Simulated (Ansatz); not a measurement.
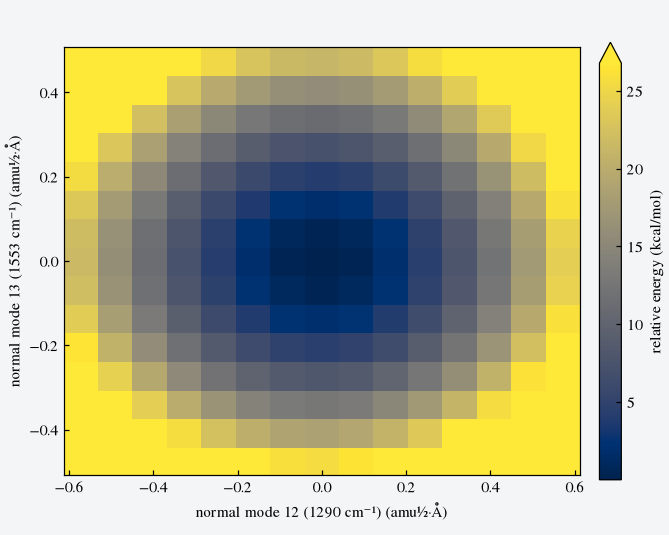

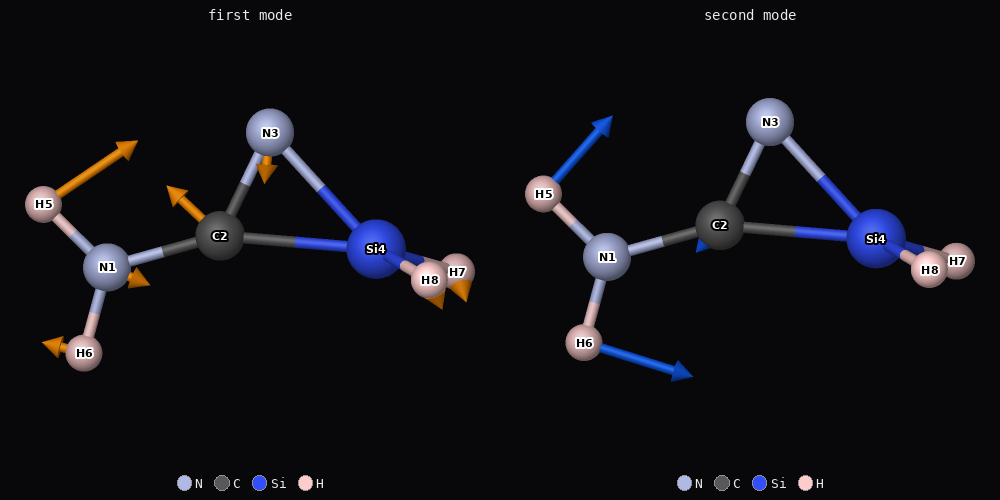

Energy landscape of CH₄N₂Si, SMILES NC1=N[SiH2]1. 
- The first coordinate is: normal mode 12 (1290 cm⁻¹); the second: normal mode 13 (1553 cm⁻¹).
- Nothing is relaxed (straight displacements along the two mass-weighted modes).
- The grid has 15 × 15 points.
- Points are written as (first, second).
- Energies: kcal/mol, counted from the relaxed molecule at the same level.
- Method: RKS PBE-D4/def2-TZVP in Ansatz 0.2.0.

The picture shows one coloured cell a grid point, one colour for all values above the top of the scale. The second picture is the structure at the lowest point

**What does the map say about the system?**

The lowest grid point is at (0.000 amu½·Å, 0.000 amu½·Å), 0.0 kcal/mol from the relaxed molecule at the same level. No other kind of well shows on this grid. The highest grid point, (0.572 amu½·Å, −0.475 amu½·Å), lies 51.8 kcal/mol above the lowest.

Grid values (kcal/mol):

```csv
"second ↓, first →",−0.572,−0.490,−0.408,−0.327,−0.245,−0.163,−0.082,0.000,0.082,0.163,0.245,0.327,0.408,0.490,0.572
0.475,42.6,37.0,32.3,28.3,25.2,22.9,21.6,21.1,21.7,23.2,25.7,29.2,33.7,39.2,45.6
0.407,37.2,31.7,26.9,22.9,19.8,17.5,16.1,15.7,16.3,17.8,20.3,23.8,28.3,33.8,40.3
0.339,32.5,27.0,22.2,18.3,15.1,12.8,11.5,11.0,11.6,13.1,15.6,19.1,23.6,29.1,35.6
0.271,28.6,23.1,18.3,14.4,11.2,9.0,7.6,7.1,7.7,9.1,11.6,15.1,19.6,25.1,31.6
0.203,25.5,20.0,15.3,11.3,8.2,5.9,4.5,4.1,4.6,6.0,8.5,12.0,16.4,21.9,28.4
0.136,23.3,17.8,13.0,9.1,5.9,3.7,2.3,1.8,2.3,3.8,6.2,9.7,14.1,19.6,26.0
0.068,22.0,16.4,11.7,7.7,4.6,2.3,0.9,0.5,0.9,2.4,4.8,8.2,12.7,18.1,24.5
0.000,21.6,16.0,11.2,7.3,4.1,1.8,0.5,0.0,0.5,1.9,4.3,7.7,12.2,17.6,24.0
−0.068,22.2,16.6,11.8,7.8,4.6,2.3,0.9,0.5,1.0,2.4,4.8,8.2,12.6,18.1,24.5
−0.136,23.8,18.1,13.3,9.2,6.1,3.8,2.4,1.9,2.4,3.9,6.3,9.8,14.2,19.6,26.0
−0.203,26.4,20.7,15.8,11.7,8.6,6.3,4.9,4.4,4.9,6.4,8.9,12.4,16.8,22.3,28.7
−0.271,30.0,24.3,19.4,15.3,12.1,9.8,8.4,8.0,8.6,10.1,12.6,16.1,20.6,26.1,32.7
−0.339,34.7,28.9,24.0,19.9,16.7,14.4,13.1,12.7,13.3,14.9,17.4,21.0,25.6,31.2,37.8
−0.407,40.4,34.7,29.7,25.6,22.5,20.2,18.9,18.6,19.2,20.8,23.5,27.2,31.8,37.5,44.2
−0.475,47.2,41.4,36.5,32.5,29.3,27.1,25.9,25.6,26.3,28.0,30.8,34.5,39.3,45.1,51.8
```

The whole map (225 points run) took 8.6 min on 1 thread of Intel(R) Xeon(R) 6975P-C (Granite Rapids), with other jobs on the host.
